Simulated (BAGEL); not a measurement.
# A workflow on SiH2O (oxosilane)

Wanted: a single-point energy (HF/cc-pVDZ), then a single-point energy (NEVPT2(2,2)/cc-pVDZ), then the energy (CASPT2(2,2)/cc-pVDZ) of SiH2O (oxosilane). 

The calculation is run with BAGEL 1.2.2.

8 further runs of the same task are left out: 8 set aside as unsound or not needed.

**1. Starting point**

SiH2O has 4 atoms, charge 0, and is taken as a singlet. SMILES: `O=[SiH2]`. The Si2–H3 distance was set to 4.159 Å, away from the relaxed value. At this shape a bond of the SMILES string is far longer than usual.

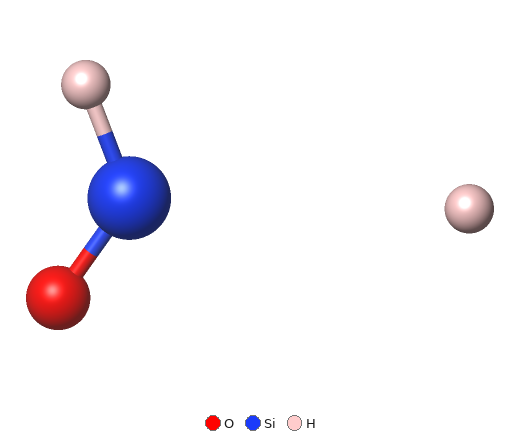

The structure, seen from a chosen angle (oxygen red, silicon blue, hydrogen pink).

**2. A single-point energy at HF/cc-pVDZ (density fitting with svp-jkfit) (run 1)**

job.json

```json
{ "bagel": [

{
  "title": "molecule",
  "basis": "cc-pvdz.json",
  "df_basis": "svp-jkfit",
  "geometry": [
    { "atom": "O", "xyz": [ -2.05425891,  5.39309317,  4.17528940 ] },
    { "atom": "Si", "xyz": [ -1.53174964,  4.63021073,  1.46428830 ] },
    { "atom": "H", "xyz": [  0.83129052, -2.54357136, -0.71091497 ] },
    { "atom": "H", "xyz": [ -1.80254739,  6.35534171, -0.73384113 ] }
  ]
},
{ "title": "hf", "charge": 0 },
{ "title": "print", "file": "orbitals.molden", "orbitals": true }

]}
```

The basis set cc-pVDZ is read from a file made from the Basis Set Exchange's data (not shown).

Run with:

```bash
BAGEL_NUM_THREADS=1 BAGEL job.json > job.out
```

What it wrote:

```text
* using 1 threads per process

  ===============================================================
  ===============================================================

  *** Geometry ***

  { "atom" : "O", "xyz" : [     -2.054259,      5.393093,      4.175289 ] },
  { "atom" : "Si", "xyz" : [     -1.531750,      4.630211,      1.464288 ] },
  { "atom" : "H", "xyz" : [      0.831291,     -2.543571,     -0.710915 ] },
  { "atom" : "H", "xyz" : [     -1.802547,      6.355342,     -0.733841 ] },

  Number of auxiliary basis functions:      241

  Since a DF basis is specified, we compute 2- and 3-index integrals:
    o Being stored without compression. Storage requirement is 0.003 GB

  Number of basis functions:       42
  Number of electrons      :       24

    * METHOD: MOLECULE                             0.04

  *** RHF ***

  === Nuclear Repulsion ===
    48.3942672460

      * DIIS with orbital gradients will be used.

  === RHF iteration (cc-pvdz.json) ===
      0       -364.24292931          0.03494213           0.01
      1       -363.22937599          0.08923629           0.01
      2       -364.55553483          0.01893645           0.01
      3       -364.65519448          0.00483597           0.01
      4       -364.66244748          0.00298477           0.01
      5       -364.66648536          0.00101498           0.01
      6       -364.66700167          0.00051443           0.01
      7       -364.66713861          0.00011023           0.01
      8       -364.66714874          0.00002282           0.01
      9       -364.66714899          0.00000813           0.01
     10       -364.66714903          0.00000312           0.01
     11       -364.66714904          0.00000117           0.01
     12       -364.66714904          0.00000086           0.01
     13       -364.66714904          0.00000025           0.01
     14       -364.66714904          0.00000007           0.01
     15       -364.66714904          0.00000004           0.01
     16       -364.66714904          0.00000002           0.01
     17       -364.66714904          0.00000001           0.01
    * SCF iteration converged.

    * Permanent dipole moment:
           (    0.133029,    -0.872789,     1.147627) a.u.

    * METHOD: HF                                   0.16

    * METHOD: PRINT                                0.00

  ===============================================================
```

Run time: 0.32 s. Hardware: 1 thread of Arm Neoverse V2, shared host; peak memory 0.15 GiB.

**3. The energy at NEVPT2(2,2)/cc-pVDZ (density fitting with svp-jkfit) (run 2)**

input.json

```json
{ "bagel": [

{
  "title": "molecule",
  "basis": "cc-pvdz.json",
  "df_basis": "svp-jkfit",
  "geometry": [
    { "atom": "O", "xyz": [    -2.05425891,     5.39309317,     4.17528940 ] },
    { "atom": "Si", "xyz": [    -1.53174964,     4.63021073,     1.46428830 ] },
    { "atom": "H", "xyz": [     0.83129052,    -2.54357136,    -0.71091497 ] },
    { "atom": "H", "xyz": [    -1.80254739,     6.35534171,    -0.73384113 ] }
  ]
},

{ "title": "hf" },

{ "title": "casscf", "nstate": 1, "nact": 2, "nclosed": 11, "active": [12, 13], "maxiter": 200, "natocc": true },

{ "title": "nevpt2", "nstate": 1, "nact": 2, "nclosed": 11, "active": [12, 13], "maxiter": 200, "natocc": true, "ncore": 6 },

{ "title": "print", "file": "orbitals.molden", "orbitals": true }

]}
```

The basis set cc-pVDZ is read from a file made from the Basis Set Exchange's data (not shown).

Run with:

```bash
BAGEL_NUM_THREADS=1 BAGEL input.json > input.out
```

What it wrote:

```text
* using 1 threads per process

  ===============================================================
  ===============================================================

  *** Geometry ***

  { "atom" : "O", "xyz" : [     -2.054259,      5.393093,      4.175289 ] },
  { "atom" : "Si", "xyz" : [     -1.531750,      4.630211,      1.464288 ] },
  { "atom" : "H", "xyz" : [      0.831291,     -2.543571,     -0.710915 ] },
  { "atom" : "H", "xyz" : [     -1.802547,      6.355342,     -0.733841 ] },

  Number of auxiliary basis functions:      241

  Since a DF basis is specified, we compute 2- and 3-index integrals:
    o Being stored without compression. Storage requirement is 0.003 GB

  Number of basis functions:       42
  Number of electrons      :       24

    * METHOD: MOLECULE                             0.05

  *** RHF ***

  === Nuclear Repulsion ===
    48.3942672460

      * DIIS with orbital gradients will be used.

  === RHF iteration (cc-pvdz.json) ===
      0       -364.24292931          0.03494213           0.01
      1       -363.22937599          0.08923629           0.01
      2       -364.55553483          0.01893645           0.01
      3       -364.65519448          0.00483597           0.01
      4       -364.66244748          0.00298477           0.01
      5       -364.66648536          0.00101498           0.01
      6       -364.66700167          0.00051443           0.01
      7       -364.66713861          0.00011023           0.01
      8       -364.66714874          0.00002282           0.01
      9       -364.66714899          0.00000813           0.01
     10       -364.66714903          0.00000312           0.01
     11       -364.66714904          0.00000117           0.01
     12       -364.66714904          0.00000086           0.01
     13       -364.66714904          0.00000025           0.01
     14       -364.66714904          0.00000007           0.01
     15       -364.66714904          0.00000004           0.01
     16       -364.66714904          0.00000002           0.01
     17       -364.66714904          0.00000001           0.01
    * SCF iteration converged.

    * Permanent dipole moment:
           (    0.133029,    -0.872789,     1.147627) a.u.

    * METHOD: HF                                   0.21

  ---------------------------
      CASSCF calculation
  ---------------------------

    ==== Active orbitals : =====
         Orbital 12
         Orbital 13
    ============================

    * nstate   :      1
    * nclosed  :     11
    * nact     :      2
    * nvirt    :     29
  === CASSCF iteration (cc-pvdz.json) ===

    * Using the second-order algorithm

      0  0      -364.79205378     1.09e-02      0.00

      1  0      -364.81129424     5.94e-04      0.05

      2  0      -364.81132979     7.55e-05      0.05

      3  0      -364.81133048     1.49e-05      0.05

      4  0      -364.81133051     2.94e-06      0.05

      5  0      -364.81133051     5.80e-07      0.05

      6  0      -364.81133051     1.15e-07      0.04

      7  0      -364.81133051     2.26e-08      0.04

      8  0      -364.81133051     4.47e-09      0.03

    * Second-order optimization converged. *

     guess   0:   closed 1.                   open ..

  === FCI iteration ===

      0  0      -364.64772482     9.31e-02      0.00
      1  0      -364.81037835     9.35e-03      0.00
      2  0 *    -364.81133051     3.51e-16      0.00

     * ci vector, state   0, <S^2> = 0.0000
       2.     0.7501442726
       .2    -0.6612742020

    * METHOD: CASSCF                               0.38

    * freezing 6 orbitals

  === DF-NEVPT2 calculation ===

    * 3-index integral transformation done
    * assembly done

      NEVPT2 correlation energy:   -0.2760007185      0.02

          (+0)     -0.2294263713
          (+0)'    -0.0058894158
          (+1)     -0.0196553410
          (+1)'    -0.0000000000
          (+2)     -0.0000216728
          (-1)     -0.0209747493
          (-1)'     0.0000000000
          (-2)     -0.0000331683

      NEVPT2 total energy:       -365.0873312253

    * METHOD: NEVPT2                               0.03

    * METHOD: PRINT                                0.00

  ===============================================================
```

Run time: 0.8 s. Hardware: 1 thread of Arm Neoverse V2, shared host; peak memory 0.15 GiB.

**4. The energy at CASPT2(2,2)/cc-pVDZ (density fitting with svp-jkfit) (run 3)**

job.json

```json
{ "bagel" : [

{
  "title" : "molecule",
  "basis" : "cc-pvdz.json",
  "df_basis" : "svp-jkfit",
  "angstrom" : "false",
  "geometry" : [
    { "atom" : "O", "xyz" : [ -2.05425891,  5.39309317,  4.17528940 ] },
    { "atom" : "Si", "xyz" : [ -1.53174964,  4.63021073,  1.46428830 ] },
    { "atom" : "H", "xyz" : [  0.83129052, -2.54357136, -0.71091497 ] },
    { "atom" : "H", "xyz" : [ -1.80254739,  6.35534171, -0.73384113 ] }
  ]
},
{ "title" : "hf" },
{ "title" : "casscf", "nstate" : 1, "nact" : 2, "nclosed" : 11, "active" : [12, 13], "maxiter" : 200, "natocc" : "true" },
{ "title" : "print", "file" : "orbitals.molden", "orbitals" : "true" },
{ "title" : "smith", "method" : "caspt2", "ms" : "true", "xms" : "true", "sssr" : "true", "shift" : 0.2, "shift_imag" : "true", "ncore" : 6 }

]}
```

The basis set cc-pVDZ is read from a file made from the Basis Set Exchange's data (not shown).

Run with:

```bash
BAGEL_NUM_THREADS=1 BAGEL job.json > job.out
```

What it wrote:

```text
* using 1 threads per process

  ===============================================================
  ===============================================================

  *** Geometry ***

  { "atom" : "O", "xyz" : [     -2.054259,      5.393093,      4.175289 ] },
  { "atom" : "Si", "xyz" : [     -1.531750,      4.630211,      1.464288 ] },
  { "atom" : "H", "xyz" : [      0.831291,     -2.543571,     -0.710915 ] },
  { "atom" : "H", "xyz" : [     -1.802547,      6.355342,     -0.733841 ] },

  Number of auxiliary basis functions:      241

  Since a DF basis is specified, we compute 2- and 3-index integrals:
    o Being stored without compression. Storage requirement is 0.003 GB

  Number of basis functions:       42
  Number of electrons      :       24

    * METHOD: MOLECULE                             0.04

  *** RHF ***

  === Nuclear Repulsion ===
    48.3942672460

      * DIIS with orbital gradients will be used.

[... 6 lines left out ...]
    * SCF iteration converged.
[... 1 line left out ...]
    * Permanent dipole moment:
[... 27 lines left out ...]
    * Second-order optimization converged. *
[... 9 lines left out ...]
     * ci vector, state   0, <S^2> = 0.0000
[... 16 lines left out ...]
    * Zeroth order energy : state  0       -0.3790658644

    * CASPT2 iteration is performed using orthogonal basis

      -------------------------------------------  CASPT2 iteration  ---------------------------------------------------
       #      aibj      arbs      arbi      airj      risj      airs      arst      rist         Etot      error   time
      ------------------------------------------------------------------------------------------------------------------

       0  -0.22823  -0.00004  -0.02283  -0.02203  -0.00004  -0.00570  -0.00000  -0.00000   -0.2788657  0.0006529   0.01
       1  -0.22823  -0.00004  -0.02283  -0.02204  -0.00004  -0.00575  -0.00000  -0.00000   -0.2789410  0.0000776   0.01
       2  -0.22823  -0.00004  -0.02283  -0.02204  -0.00004  -0.00575  -0.00000  -0.00000   -0.2789420  0.0000068   0.01
       3  -0.22823  -0.00004  -0.02283  -0.02204  -0.00004  -0.00575  -0.00000  -0.00000   -0.2789420  0.0000008   0.01

      ------------------------------------------------------------------------------------------------------------------

    * CASPT2 energy : state  0     -365.0925929585
        w/o shift correction       -365.0902725284
        reference weight              0.9034076489

    * METHOD: SMITH                                0.06

  ===============================================================
```

Wall time 0.75 s (1 thread of Arm Neoverse V2, shared host); peak memory 0.15 GiB.

**5. Summary of results**

| quantity | value |
| --- | --- |
| run 1, HF/cc-pVDZ: total energy | -364.66715 Eh |
| run 1, HF/cc-pVDZ: dipole moment | 3.68 D |
| run 1, HF/cc-pVDZ: HOMO energy | -7.58 eV |
| run 1, HF/cc-pVDZ: LUMO energy | -3.09 eV |
| run 1, HF/cc-pVDZ: HOMO–LUMO gap | 4.50 eV |
| run 2, NEVPT2(2,2)/cc-pVDZ: total energy | -365.08733 Eh |
| run 3, CASPT2(2,2)/cc-pVDZ: total energy | -365.09259 Eh |

In words: One bond (run 1, HF/cc-pVDZ) is far stretched, which a spin-restricted single reference describes badly; a broken-symmetry solution may lie lower.
